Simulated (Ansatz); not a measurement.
# TaH₃Cl₄O₂: geometry relaxation (part 2 of 2)

Continued. System: TaH₃Cl₄O₂. Method: RHF/def2-SVP (Ansatz 0.2.0). The input holds or restrains some coordinates. It belongs to a series of runs on one base structure; here: pulled along the bonds that form and break, towards end A.

Geometry of the input (Å):
```
Ta 0.0000  0.0000  0.0000
Cl 2.8200  0.0000  0.0000
Cl 0.0000  0.0000  2.4700
Cl 0.0000  0.0000  -2.4700
O  -1.0100  1.7493  0.0000
H  -1.4859  1.8638  0.8834
Cl -1.2350  -2.1390  0.0000
O  0.7315  -1.8635  1.1725
H  0.1654  -2.6620  0.9237
H  1.9721  -1.3075  0.8227
```

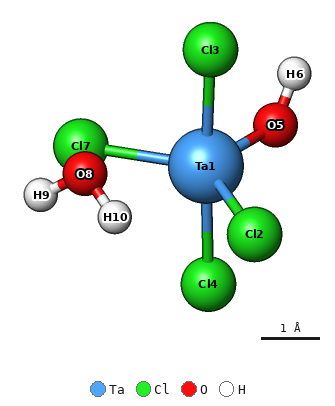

*The geometry at step 9 of the log (ball-and-stick view, seen at a tilt; atoms are numbered from 1 in the order of the input).*

Trajectory as extended XYZ (Å, eV, eV/Å), 11 of the 17 frames kept, from step=1 to step=17:
```
10
Properties=species:S:1:pos:R:3:forces:R:3 step=1 energy=-55652.89170
Ta    0.0000    0.0000    0.0000   -0.2841  -1.5616   1.1968
Cl    2.8200    0.0000    0.0000   -2.8936  -0.7456   0.5880
Cl    0.0000    0.0000    2.4700   -1.0422   3.0844  -0.5436
Cl    0.0000    0.0000   -2.4700    0.2692   0.0433   2.2756
O    -1.0100    1.7493    0.0000    0.4284  -3.6918   2.9686
H    -1.4859    1.8638    0.8834    1.2660   0.2100  -2.4142
Cl   -1.2350   -2.1390    0.0000   -4.2206   1.9467  -2.9736
O     0.7315   -1.8635    1.1725    5.4793   1.0625  -2.5389
H     0.1654   -2.6620    0.9237    3.2787   1.5609   0.8022
H     1.9721   -1.3075    0.8227   -2.2810  -1.9090   0.6392
10
Properties=species:S:1:pos:R:3:forces:R:3 step=3 energy=-55655.74680
Ta    0.0597    0.1955   -0.1120    1.1301  -3.5730   2.6772
Cl    2.7114    0.1983   -0.1200   -3.0393   0.4548  -0.0662
Cl   -0.0171    0.0508    2.4357   -0.6089   1.8851  -1.8003
Cl    0.0038    0.0049   -2.4393    0.0757   0.2470   0.8830
O    -1.0019    1.7137    0.0224    0.1108  -0.7932   0.8085
H    -1.4732    1.8676    0.8616    0.4485   0.2238  -0.8839
Cl   -1.2739   -2.0810   -0.0389   -1.1008   2.5990  -1.4510
O     0.9495   -2.0586    1.2930    1.1922   0.3768  -0.4014
H     0.2287   -2.6513    0.9240    3.3626   1.2557   0.1756
H     1.7710   -1.5988    0.9758   -1.5708  -2.6762   0.0585
10
Properties=species:S:1:pos:R:3:forces:R:3 step=4 energy=-55656.93691
Ta    0.0805    0.2334   -0.1249    0.6866  -3.4296   2.3416
Cl    2.5968    0.2926   -0.1650   -2.4478   0.3338   0.0693
Cl   -0.0312    0.0988    2.3765   -0.2424   1.1830  -1.7089
Cl    0.0047    0.0135   -2.4235    0.0226   0.2577   0.2593
O    -0.9962    1.7084    0.0271   -0.0937   0.0512   0.2262
H    -1.4680    1.8778    0.8499    0.1838   0.2772  -0.4469
Cl   -1.2844   -2.0003   -0.0712   -0.2128   2.5324  -0.9774
O     1.0252   -2.2116    1.3866   -0.2912  -1.0239   0.8455
H     0.2777   -2.6429    0.9243    2.5698   0.8743   0.1764
H     1.7530   -1.7286    1.0225   -0.1749  -1.0563  -0.7852
10
Properties=species:S:1:pos:R:3:forces:R:3 step=6 energy=-55658.71311
Ta   -0.0344    0.1409   -0.0421    1.0341   0.1796  -0.0430
Cl    2.3835    0.3450   -0.0835   -1.2707  -0.0840   0.1064
Cl   -0.0660    0.2123    2.3077   -0.1003   0.2985  -0.0245
Cl   -0.0001    0.0933   -2.3792    0.0940   0.0520  -0.0643
O    -1.0421    1.6900   -0.0593   -0.4464   0.2750   0.9682
H    -1.4460    2.0380    0.7495    0.3388  -0.0714  -0.9237
Cl   -1.3414   -1.7844   -0.0911   -0.4316   0.1390  -0.1108
O     1.1917   -2.4485    1.4941    0.3246   0.4105  -1.3342
H     0.4449   -2.6772    0.9241    1.4655  -0.0095   0.7231
H     1.8679   -1.9684    0.9820   -1.0080  -1.1897   0.7028
10
Properties=species:S:1:pos:R:3:forces:R:3 step=7 energy=-55659.00606
Ta   -0.0754    0.1408    0.0097    0.9104   0.2018   0.1827
Cl    2.3489    0.3190    0.0125   -1.2012   0.0008   0.0675
Cl   -0.1482    0.3344    2.3519   -0.0098   0.0801   0.0076
Cl    0.0438    0.0459   -2.3258    0.0564  -0.0074  -0.0829
O    -1.0600    1.7057   -0.0744   -0.1337   0.0432   0.3709
H    -1.4726    2.1410    0.6725    0.1720  -0.0259  -0.4437
Cl   -1.4642   -1.7266   -0.0173   -0.1520   0.1323   0.0154
O     1.2406   -2.4361    1.4333    0.4045   0.5118  -1.2978
H     0.5786   -2.8029    0.8447    0.8670  -0.0473   0.4516
H     1.9665   -2.0801    0.8952   -0.9135  -0.8895   0.7288
10
Properties=species:S:1:pos:R:3:forces:R:3 step=9 energy=-55659.22812
Ta   -0.1354    0.1817    0.0317    1.1481  -0.5458   0.1645
Cl    2.2934    0.2932    0.0743   -1.0730   0.1722   0.0033
Cl   -0.2000    0.4067    2.3722   -0.0216   0.0750   0.0129
Cl    0.0414    0.0518   -2.3068    0.0329  -0.0214  -0.0261
O    -1.0843    1.7567   -0.0984   -0.1400   0.2104   0.2579
H    -1.4735    2.2622    0.6102    0.0565   0.0264  -0.2637
Cl   -1.5628   -1.6499    0.0196   -0.1033   0.1813   0.0348
O     1.2282   -2.4049    1.3669    0.3721  -0.4235  -1.8230
H     0.8139   -3.1104    0.8398    0.7887   0.9633   0.8478
H     2.0373   -2.1460    0.8929   -1.0605  -0.6378   0.7916
10
Properties=species:S:1:pos:R:3:forces:R:3 step=11 energy=-55659.44720
Ta   -0.2173    0.1861    0.1432    1.1408  -0.4053   0.1447
Cl    2.2066    0.3618    0.3201   -0.9846   0.2118  -0.0886
Cl   -0.3464    0.5041    2.4702    0.0038  -0.0129   0.0318
Cl    0.1026   -0.2152   -2.1495    0.0370  -0.0731  -0.0191
O    -1.0524    1.7963   -0.1600   -0.0084   0.0540   0.2135
H    -1.4381    2.4567    0.4055    0.0314  -0.0205  -0.1604
Cl   -1.8202   -1.4905    0.2162   -0.0263   0.0931   0.0420
O     1.2736   -2.4863    1.1012    0.8907   0.5666  -0.7624
H     1.1022   -3.3012    0.6416    0.1358   0.2402   0.1363
H     2.1475   -2.1709    0.8137   -1.2204  -0.6539   0.4622
10
Properties=species:S:1:pos:R:3:forces:R:3 step=12 energy=-55659.50349
Ta   -0.2547    0.1766    0.1891    1.1426  -0.2712   0.1910
Cl    2.1633    0.4164    0.4009   -0.9275   0.1258  -0.1126
Cl   -0.3777    0.4472    2.5260   -0.0013  -0.0239  -0.0446
Cl    0.1165   -0.3747   -2.0666    0.0263  -0.0576   0.0212
O    -1.0001    1.8116   -0.1572   -0.0609   0.0223   0.1889
H    -1.4158    2.5432    0.2852    0.0667  -0.0696  -0.1333
Cl   -1.9768   -1.3821    0.2761    0.0095   0.0396   0.0209
O     1.2885   -2.5131    0.9891    0.8648   0.8624  -0.4141
H     1.2536   -3.3546    0.5561    0.0292   0.0747  -0.0029
H     2.1613   -2.1295    0.8036   -1.1495  -0.7026   0.2856
10
Properties=species:S:1:pos:R:3:forces:R:3 step=14 energy=-55659.54916
Ta   -0.2955    0.1496    0.2815    1.0645  -0.2781   0.1753
Cl    2.1184    0.4839    0.4565   -0.7847   0.0976  -0.0859
Cl   -0.3307    0.2261    2.6238   -0.0088  -0.0087   0.0037
Cl    0.1272   -0.6306   -1.8981    0.0050  -0.0202  -0.0372
O    -0.9575    1.7950   -0.0829   -0.0253   0.0169   0.0541
H    -1.3555    2.6520   -0.0240    0.0397  -0.0681  -0.0395
Cl   -2.1774   -1.2256    0.3433   -0.0010  -0.0026   0.0117
O     1.3049   -2.5485    0.9262    0.7553   1.0830  -0.0513
H     1.3856   -3.2106    0.2555    0.0173  -0.0013  -0.0426
H     2.1385   -2.0502    0.9206   -1.0621  -0.8184   0.0117
10
Properties=species:S:1:pos:R:3:forces:R:3 step=15 energy=-55659.48871 accepted=F
Ta   -0.2818    0.1288    0.3150    0.8636  -0.1714   0.1602
Cl    2.1265    0.5149    0.4835   -0.8031  -0.0049  -0.0963
Cl   -0.3254    0.1844    2.6545    0.0487   0.0111   0.0143
Cl    0.1379   -0.6999   -1.8539    0.0291  -0.0252   0.0499
O    -0.9393    1.7687   -0.0701   -0.2812   0.6358  -0.0005
H    -1.3321    2.6419   -0.1211    0.3301  -0.7335   0.0275
Cl   -2.1963   -1.2073    0.3889    0.0419  -0.0016  -0.0457
O     1.3033   -2.5827    0.9495    1.0140   0.2645  -2.0346
H     1.3662   -3.0892    0.1041   -0.1442   1.0323   1.8409
H     2.0992   -2.0184    0.9518   -1.0989  -1.0070   0.0844
10
Properties=species:S:1:pos:R:3:forces:R:3 step=17 energy=-55659.55620
Ta   -0.2967    0.1469    0.3206    1.0495  -0.3403   0.1994
Cl    2.1152    0.5015    0.4900   -0.7813   0.0775  -0.0979
Cl   -0.3187    0.1800    2.6632   -0.0053   0.0025  -0.0114
Cl    0.1309   -0.6463   -1.8585   -0.0017   0.0015   0.0090
O    -0.9585    1.7888   -0.0387   -0.0079   0.0212  -0.0113
H    -1.3340    2.6472   -0.1654    0.0162  -0.0347   0.0006
Cl   -2.1876   -1.2178    0.3750    0.0018   0.0028  -0.0092
O     1.3070   -2.5595    0.9173    0.7199   1.0737  -0.1276
H     1.3735   -3.1594    0.1875    0.0055   0.0193   0.0142
H     2.1270   -2.0403    0.9112   -0.9967  -0.8234   0.0341
```

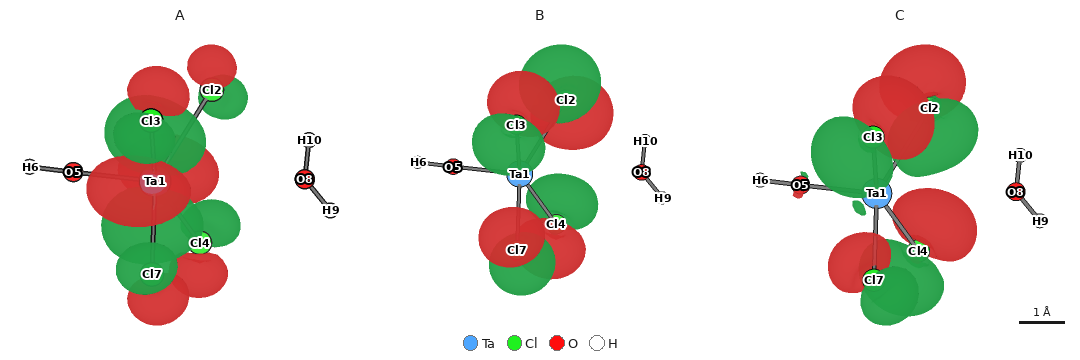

*Three frontier orbitals at ±0.1 Å⁻³ᐟ² (green and red are the two phases).*

C is the HOMO−1 (−12.27 eV). B is the HOMO (−11.58 eV). A is the LUMO (−0.10 eV). Its weight (Hirshfeld) is mainly on Ta1 (70 %). The HOMO–LUMO gap is 11.48 eV between the orbital energies.

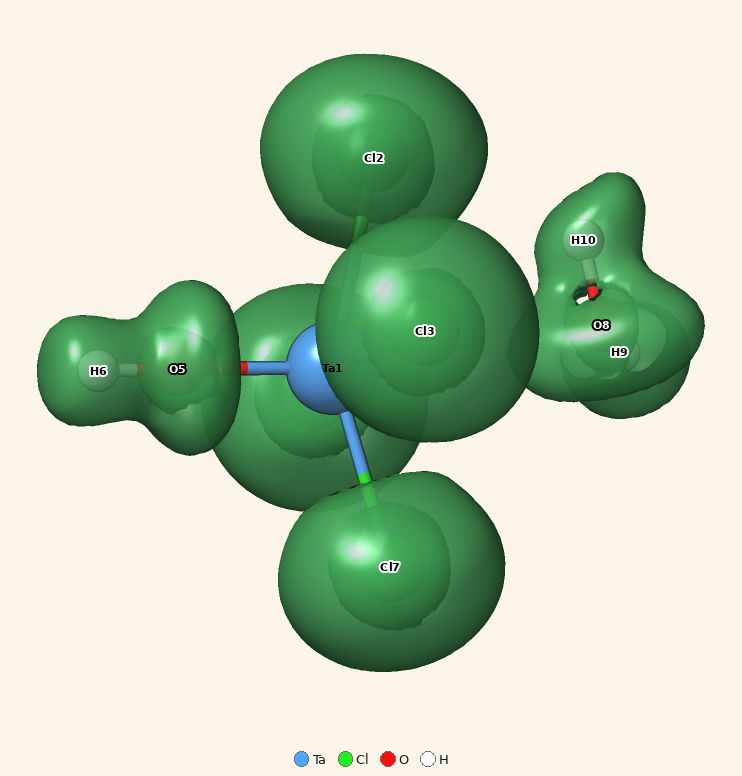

*Isosurface of the electron localisation function at 0.75 (green), seen at a tilt. Core shells and regions of very low density are left out.*

Along the contacts the grid gives the following. Ta1···O8 (3.20 Å): the ELF is only about 0 between them. Ta–O (1.81 Å): the ELF peaks at about 0.80 in the valence shell of O, 0.5 Å from its nucleus, and drops to about 0.20 between the two atoms.

Key numbers:

| quantity | value |
| --- | --- |
| outcome | converged under the restraints of the input |
| total energy | −55659.5562 eV |
| mean-field energy | −55659.5562 eV |
| largest force (length of the vector) at the end, held atoms and coordinates included | 1.299 eV/Å |
| wall time | 21 s (CPU time 72 s) |
| peak memory | 0.49 GiB |
